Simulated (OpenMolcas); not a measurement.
Run report: BH, relativistic diatomic calculation (part 2 of 2)

Continued. System: BH. Method: SA-CASSCF(4,5)/XMS-CASPT2 + RASSI spin-orbit (X2C scalar, AMFI), ANO-RCC-VTZP (OpenMolcas).

### Log (extracts), continued
```
++ Dipole transition strengths (spin-free states):
     for osc. strength at least  1.00000000E-05
      From   To        Osc. strength     Einstein coefficients Ax, Ay, Az (sec-1)    Total A (sec-1)
         1    4       8.47167275E-02  0.00000000E+00  0.00000000E+00  1.63474654E+08  1.63474654E+08
         1    5       5.34075336E-03  0.00000000E+00  0.00000000E+00  1.20539600E+07  1.20539600E+07
         6   10       1.23822928E-02  6.37112125E+06  3.35289977E+03  0.00000000E+00  6.37447415E+06
         6   11       4.79127273E-02  2.87855859E+04  5.48119271E+07  0.00000000E+00  5.48407127E+07
         6    8       1.12411226E-01  0.00000000E+00  0.00000000E+00  2.30787971E+08  2.30787971E+08
         6    9       6.55899441E-05  0.00000000E+00  0.00000000E+00  1.34660663E+05  1.34660663E+05
         7   10       1.23822943E-02  3.35289927E+03  6.37112190E+06  0.00000000E+00  6.37447480E+06
         7   11       4.79127322E-02  5.48119320E+07  2.87855787E+04  0.00000000E+00  5.48407176E+07
         7    8       6.55899478E-05  0.00000000E+00  0.00000000E+00  1.34660668E+05  1.34660668E+05
         7    9       1.12411225E-01  0.00000000E+00  0.00000000E+00  2.30787969E+08  2.30787969E+08
        10    8       3.07675445E-03  1.57446824E+06  2.43818565E+00  0.00000000E+00  1.57447068E+06
        10    9       3.07675534E-03  2.43818450E+00  1.57446873E+06  0.00000000E+00  1.57447117E+06
        11    8       6.23809889E-04  1.82118278E-01  8.21965587E+04  0.00000000E+00  8.21967409E+04
        11    9       6.23809950E-04  8.21965706E+04  1.82118853E-01  0.00000000E+00  8.21967527E+04
         4    5       5.06341100E-03  0.00000000E+00  0.00000000E+00  6.48852054E+04  6.48852054E+04
 Electric-quadrupole - electric-quadrupole not included
 Electric-dipole - electric-octupole not included
 Electric-dipole - magnetic-quadrupole not included
   Eigenvalues of complex Hamiltonian:
  (Shifted by EMIN (a.u.) =        -25.2331747689)
 SO State       Relative EMIN(au)   Rel lowest level(eV)    D:o, cm**(-1)      Omega
     1            -0.0000000128        0.0000000000              0.0000         0.0
     2             0.0519822443        1.4145092762          11408.7867         0.0
     3             0.0519822498        1.4145094257          11408.7879         0.0
     4             0.0520019178        1.4150446175          11413.1045         1.0
     5             0.0520019189        1.4150446495          11413.1048         1.0
     6             0.0520215931        1.4155800095          11417.4228         2.0
     7             0.0520215931        1.4155800095          11417.4228         2.0
     8             0.1785822308        4.8594704054          39194.2721         0.0
     9             0.1785822467        4.8594708399          39194.2756         1.0
    10             0.1785822467        4.8594708399          39194.2756         1.0
    11             0.2206464216        6.0040953491          48426.2948         2.0
    12             0.2206497751        6.0041866018          48427.0308         2.0
    13             0.2407448348        6.5510010348          52837.3867         1.0
    14             0.2407448348        6.5510010348          52837.3867         1.0
    15             0.2407448350        6.5510010391          52837.3867         0.0
    16             0.2450672007        6.6686186032          53786.0363         0.0
    17             0.2650380340        7.2120526605          58169.1276         0.0
    18             0.2807250108        7.6389170455          61612.0211         2.0
    19             0.2807250108        7.6389170455          61612.0211         2.0
    20             0.2807250155        7.6389171731          61612.0221         1.0
    21             0.2807250155        7.6389171731          61612.0221         1.0
    22             0.2807250170        7.6389172156          61612.0224         0.0
    23             0.3047666868        8.2931243765          66888.5590         0.0
    24             0.3047666890        8.2931244381          66888.5595         0.0
    25             0.3047840149        8.2935958984          66892.3621         1.0
    26             0.3047840164        8.2935959386          66892.3624         1.0
    27             0.3048013455        8.2940674889          66896.1658         2.0
    28             0.3048013455        8.2940674889          66896.1658         2.0
 Weights of the five most important spin-orbit-free states for each spin-orbit state.
 SO State  Total energy (au)           Spin-free states, spin, and weights
    1        -0.000000       1 0.0  1.0000    6 1.0  0.0000    7 1.0  0.0000   10 1.0  0.0000    8 1.0  0.0000
    2         0.051982       6 1.0  0.5000    7 1.0  0.5000   11 1.0  0.0000   12 2.0  0.0000    9 1.0  0.0000
    3         0.051982       6 1.0  0.5000    7 1.0  0.5000    1 0.0  0.0000   10 1.0  0.0000    5 0.0  0.0000
    4         0.052002       6 1.0  1.0000   10 1.0  0.0000   11 1.0  0.0000   12 2.0  0.0000    8 1.0  0.0000
    5         0.052002       7 1.0  1.0000   10 1.0  0.0000   11 1.0  0.0000   12 2.0  0.0000    9 1.0  0.0000
    6         0.052022       7 1.0  0.5000    6 1.0  0.5000    2 0.0  0.0000    3 0.0  0.0000   12 2.0  0.0000
    7         0.052022       7 1.0  0.5000    6 1.0  0.5000    2 0.0  0.0000    3 0.0  0.0000   12 2.0  0.0000
    8         0.178582      10 1.0  1.0000    5 0.0  0.0000    4 0.0  0.0000    7 1.0  0.0000    6 1.0  0.0000
    9         0.178582      10 1.0  1.0000    7 1.0  0.0000    6 1.0  0.0000    8 1.0  0.0000    9 1.0  0.0000
   10         0.178582      10 1.0  1.0000    7 1.0  0.0000    6 1.0  0.0000    8 1.0  0.0000    9 1.0  0.0000
   11         0.220646       2 0.0  1.0000    6 1.0  0.0000    7 1.0  0.0000    8 1.0  0.0000    9 1.0  0.0000
   12         0.220650       3 0.0  1.0000    6 1.0  0.0000    7 1.0  0.0000    8 1.0  0.0000    9 1.0  0.0000
   13         0.240745      11 1.0  1.0000   12 2.0  0.0000    6 1.0  0.0000    7 1.0  0.0000    9 1.0  0.0000
   14         0.240745      11 1.0  1.0000   12 2.0  0.0000    6 1.0  0.0000    7 1.0  0.0000    9 1.0  0.0000
   15         0.240745      11 1.0  1.0000   12 2.0  0.0000    6 1.0  0.0000    7 1.0  0.0000    9 1.0  0.0000
   16         0.245067       4 0.0  1.0000   10 1.0  0.0000    7 1.0  0.0000    6 1.0  0.0000    8 1.0  0.0000
   17         0.265038       5 0.0  1.0000   10 1.0  0.0000    7 1.0  0.0000    6 1.0  0.0000    8 1.0  0.0000
   18         0.280725      12 2.0  1.0000    8 1.0  0.0000    9 1.0  0.0000    7 1.0  0.0000    6 1.0  0.0000
   19         0.280725      12 2.0  1.0000    8 1.0  0.0000    9 1.0  0.0000    7 1.0  0.0000    6 1.0  0.0000
   20         0.280725      12 2.0  1.0000    8 1.0  0.0000    9 1.0  0.0000   11 1.0  0.0000    7 1.0  0.0000
   21         0.280725      12 2.0  1.0000    8 1.0  0.0000    9 1.0  0.0000   11 1.0  0.0000    7 1.0  0.0000
   22         0.280725      12 2.0  1.0000    8 1.0  0.0000    9 1.0  0.0000   11 1.0  0.0000    7 1.0  0.0000
   23         0.304767       8 1.0  0.5000    9 1.0  0.5000    5 0.0  0.0000    1 0.0  0.0000    4 0.0  0.0000
   24         0.304767       8 1.0  0.5000    9 1.0  0.5000   12 2.0  0.0000   11 1.0  0.0000    7 1.0  0.0000
   25         0.304784       8 1.0  1.0000   12 2.0  0.0000   11 1.0  0.0000   10 1.0  0.0000    6 1.0  0.0000
   26         0.304784       9 1.0  1.0000   12 2.0  0.0000   11 1.0  0.0000   10 1.0  0.0000    7 1.0  0.0000
   27         0.304801       9 1.0  0.5000    8 1.0  0.5000   12 2.0  0.0000    3 0.0  0.0000    2 0.0  0.0000
   28         0.304801       9 1.0  0.5000    8 1.0  0.5000   12 2.0  0.0000    3 0.0  0.0000    2 0.0  0.0000
++ Dipole transition strengths (SO states):
        for osc. strength at least   1.00000000E-05
      From   To        Osc. strength     Einstein coefficients Ax, Ay, Az (sec-1)    Total A (sec-1)
         1   16       8.47166912E-02  0.00000000E+00  0.00000000E+00  1.63474604E+08  1.63474604E+08
         1   17       5.34076565E-03  0.00000000E+00  0.00000000E+00  1.20539906E+07  1.20539906E+07
         2    9       6.19203642E-03  1.59439076E+06  1.59429566E+06  0.00000000E+00  3.18868642E+06
         2   10       6.19203728E-03  1.59439098E+06  1.59429588E+06  0.00000000E+00  3.18868687E+06
         2   13       2.39589679E-02  1.37141183E+07  1.37149367E+07  0.00000000E+00  2.74290550E+07
         2   14       2.39589712E-02  1.37141202E+07  1.37149386E+07  0.00000000E+00  2.74290588E+07
         2   24       1.12475986E-01  0.00000000E+00  0.00000000E+00  2.30925229E+08  2.30925229E+08
         3    9       6.19203571E-03  1.59439045E+06  1.59429533E+06  0.00000000E+00  3.18868578E+06
         3   10       6.19203485E-03  1.59439023E+06  1.59429511E+06  0.00000000E+00  3.18868534E+06
         3   13       2.39589641E-02  1.37141153E+07  1.37149338E+07  0.00000000E+00  2.74290491E+07
         3   14       2.39589608E-02  1.37141134E+07  1.37149319E+07  0.00000000E+00  2.74290453E+07
         3   23       1.12475954E-01  0.00000000E+00  0.00000000E+00  2.30925150E+08  2.30925150E+08
         4    8       1.23822890E-02  6.37111808E+06  3.35289811E+03  0.00000000E+00  6.37447098E+06
         4   15       4.79127273E-02  2.87855867E+04  5.48119286E+07  0.00000000E+00  5.48407142E+07
         4   25       1.12411211E-01  0.00000000E+00  0.00000000E+00  2.30787953E+08  2.30787953E+08
         4   26       6.55899353E-05  0.00000000E+00  0.00000000E+00  1.34660653E+05  1.34660653E+05
         5    8       1.23822905E-02  3.35289760E+03  6.37111874E+06  0.00000000E+00  6.37447163E+06
         5   15       4.79127322E-02  5.48119335E+07  2.87855795E+04  0.00000000E+00  5.48407191E+07
         5   25       6.55899389E-05  0.00000000E+00  0.00000000E+00  1.34660657E+05  1.34660657E+05
         5   26       1.12411210E-01  0.00000000E+00  0.00000000E+00  2.30787951E+08  2.30787951E+08
         6    9       1.23805138E-02  3.18569331E+06  3.18588418E+06  0.00000000E+00  6.37157749E+06
         6   13       4.79075202E-02  2.74124821E+07  2.74108403E+07  0.00000000E+00  5.48233224E+07
         6   27       1.12477605E-01  0.00000000E+00  0.00000000E+00  2.30919981E+08  2.30919981E+08
         7   10       1.23805138E-02  3.18569331E+06  3.18588418E+06  0.00000000E+00  6.37157749E+06
         7   14       4.79075202E-02  2.74124821E+07  2.74108403E+07  0.00000000E+00  5.48233224E+07
         7   28       1.12477605E-01  0.00000000E+00  0.00000000E+00  2.30919981E+08  2.30919981E+08
         8   25       3.07675378E-03  1.57446838E+06  2.43818588E+00  0.00000000E+00  1.57447082E+06
         8   26       3.07675467E-03  2.43818473E+00  1.57446887E+06  0.00000000E+00  1.57447131E+06
         9   23       1.53815390E-03  3.93469215E+05  3.93435746E+05  0.00000000E+00  7.86904961E+05
         9   24       1.53815381E-03  3.93469206E+05  3.93435737E+05  0.00000000E+00  7.86904943E+05
         9   27       3.07720108E-03  7.87532201E+05  7.87599632E+05  0.00000000E+00  1.57513183E+06
        10   23       1.53815379E-03  3.93469188E+05  3.93435719E+05  0.00000000E+00  7.86904906E+05
        10   24       1.53815391E-03  3.93469233E+05  3.93435764E+05  0.00000000E+00  7.86904997E+05
        10   28       3.07720108E-03  7.87532201E+05  7.87599632E+05  0.00000000E+00  1.57513183E+06
        13   23       3.11827076E-04  2.05320664E+04  2.05338172E+04  0.00000000E+00  4.10658836E+04
        13   24       3.11826950E-04  2.05320596E+04  2.05338103E+04  0.00000000E+00  4.10658699E+04
        13   27       6.23965473E-04  4.11326367E+04  4.11291234E+04  0.00000000E+00  8.22617601E+04
        14   23       3.11827055E-04  2.05320650E+04  2.05338157E+04  0.00000000E+00  4.10658807E+04
        14   24       3.11826972E-04  2.05320610E+04  2.05338117E+04  0.00000000E+00  4.10658727E+04
        14   28       6.23965473E-04  4.11326367E+04  4.11291234E+04  0.00000000E+00  8.22617601E+04
        15   25       6.23809717E-04  1.82118257E-01  8.21965481E+04  0.00000000E+00  8.21967302E+04
        15   26       6.23809778E-04  8.21965599E+04  1.82118832E-01  0.00000000E+00  8.21967420E+04
        16   17       5.06340369E-03  0.00000000E+00  0.00000000E+00  6.48852239E+04  6.48852239E+04
 Electric-quadrupole - electric-quadrupole not included
 Electric-dipole - electric-octupole not included
 Electric-dipole - magnetic-quadrupole not included
```

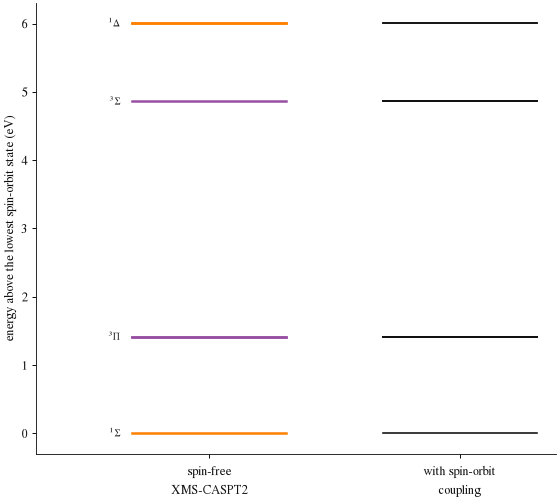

States up to 6.5 eV at 1.248 Å, without spin-orbit coupling (left, a colour for each spin multiplicity) and with it (right, where close levels merge). The spin-free states run ¹Σ (0.00 eV), ³Π (1.42 eV), ³Σ (4.86 eV), ¹Δ (6.00 eV) from the lowest. The lowest spin-orbit levels have |Ω| = 0 (0 cm⁻¹), 0 (11,409 cm⁻¹), 1 (11,413 cm⁻¹), 2 (11,417 cm⁻¹), 0 (39,194 cm⁻¹).

### Key numbers

- outcome: converged
- lowest spin-free state: ¹Σ
- lowest spin-orbit level: Ω = 0, −25.23317 hartree
- next level: Ω = 0, 11,409 cm⁻¹
- hardware: 1 thread of Intel Xeon (Granite Rapids), 64 GiB of memory available, shared host
- wall time: 7 s
